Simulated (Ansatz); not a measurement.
# Calculations on CHBClF

## 1. Relaxation

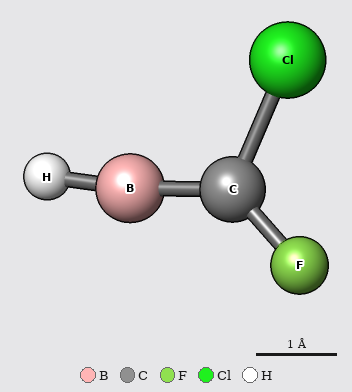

This is the input geometry for a relaxation of CHBClF. A ball-and-stick model, seen at a tilt.

The run prepares an end point of a later path (hydrogen shift) calculation, from a guessed geometry.

Computed with RKS PBE0-D4/def2-mTZVP in Ansatz 0.2.0.

Input
```yaml
crystal:
  periodic: [false, false, false]
  atoms:
    - { symbol: B, position_ang: [0.79883, 0.21238, 0.46312] }
    - { symbol: C, position_ang: [-0.41357, 0.13972, -0.21439] }
    - { symbol: F, position_ang: [-1.32698, 1.02862, -0.6301] }
    - { symbol: Cl, position_ang: [-0.85728, -1.51805, -0.62693] }
    - { symbol: H, position_ang: [1.799, 0.13733, 1.0083] }
basis:
  gaussian: { orbitals: def2-mTZVP }
hamiltonian:
  xc: pbe0
  dispersion: d4
relax:
  f_tol: 0.02
  max_steps: 50
```

Command:
```bash
ansatz run input.yaml --threads 2 --pin off --max-ram 3072MiB --backend cpu --events-out ev --progress --plain --runs-dir out
```

### What does the optimiser find from here?

Over 5 accepted moves (6 points after the start) the energy falls by 0.031 eV. Largest force component: 0.8 eV/Å at the start, 0.013 eV/Å at the end. The line search rejected the trial step at point 2 of the run. The atom that moves furthest after the best rigid fit is H5 (0.074 Å). By element the largest moves are H 0.074 Å, F 0.061 Å, Cl 0.059 Å, C 0.052 Å, B 0.022 Å. Among the contacts that change: B1–H5 1.142 → 1.170 Å, C2–Cl4 1.765 → 1.745 Å, C2–F3 1.341 → 1.331 Å. Among the angles between lasting bonds that change: B1–C2–F3 135.3° → 130.0°, C2–B1–H5 173.2° → 176.5°, B1–C2–Cl4 112.5° → 115.6°.

Final geometry:

```xyz
5

B     0.7902    0.1930    0.4564
C    -0.4212    0.0895   -0.2238
F    -1.2745    1.0390   -0.6000
Cl   -0.9077   -1.5299   -0.6560
H     1.8132    0.2084    1.0234
```

The end point in the same view:

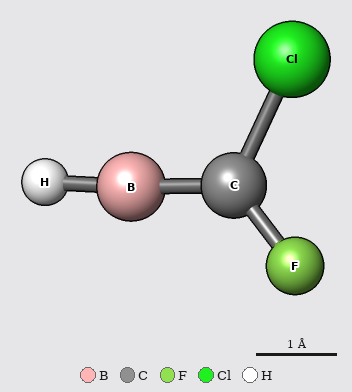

## 2. Relaxation

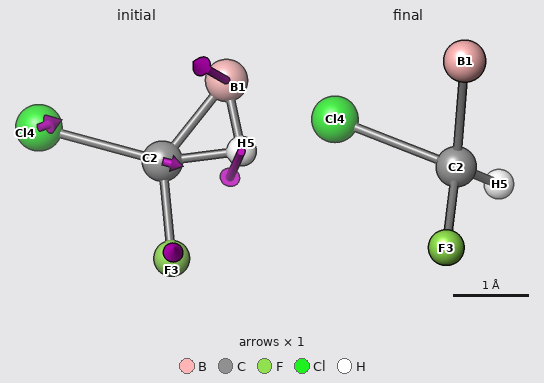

The structure of CHBClF before (left) and after (right) a relaxation, at one scale. The purple arrows give the displacements, at their true length.

The picture is a ball-and-stick view, seen at a tilt.

The run prepares an end point of a later path (hydrogen shift) calculation, from a guessed geometry.

The calculation used RKS PBE0-D4/def2-mTZVP (Ansatz 0.2.0). (no spin polarisation; force threshold 0.02 eV/Å; at most 50 steps)

> What changed between the two?

The atom that moves furthest after the best rigid fit is H5 (1.18 Å). Largest moves by element: H 1.18 Å, B 0.91 Å, F 0.54 Å, Cl 0.39 Å, C 0.30 Å. Near-neighbour distances that change, for instance: B1–H5 0.995 → 2.362 Å, B1–Cl4 2.632 → 2.301 Å, B1–C2 1.391 → 1.600 Å, C2–Cl4 1.765 → 1.840 Å. Bonds break, among them: B1–H5 (0.99 → 2.36 Å). Among the angles between lasting bonds that change: B1–C2–H5 45.3° → 121.7°, Cl4–C2–H5 157.8° → 107.3°, B1–C2–Cl4 112.5° → 83.7°. The energy falls by 623.1 kJ/mol in 20 accepted moves (21 points after the start). Largest force component: 9.9 eV/Å at the start, 0.0062 eV/Å at the end. The line search rejected the trial step at point 20 of the run. Cost: 18 s on 2 threads of Intel(R) Xeon(R) 6975P-C (Granite Rapids), with other jobs on the host, peak memory 0.16 GiB.

## 3. Path

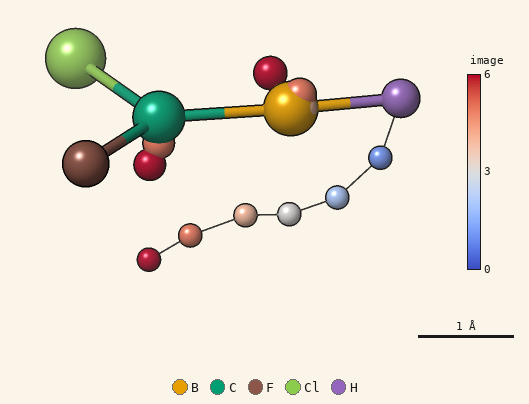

A nudged-elastic-band calculation for CHBClF. Images are numbered from 0 (start) to 6 (end). The start is drawn whole; smaller spheres mark the moving atoms (B, C, H) in the later images, joined by lines and coloured by the number of the image. The picture is a ball-and-stick view, seen from a free direction.

All numbers below come from RKS PBE0-D4/def2-mTZVP (Ansatz). Run with 5 movable images; climbing image; force threshold 0.05 eV/Å; iteration limit 60; starting path through a guess of the saddle point.

What moves, how far, and at what cost in energy?

Answer. A hydrogen atom shifts from one atom to another. Breaking: B–H (1.17 → 2.36 Å). Forming: C–H (2.56 → 1.09 Å). The energy climbs by 199.2 kJ/mol to image 4 and then falls by 86.4 kJ/mol, so the end point sits at +112.7 kJ/mol. The band is converged.
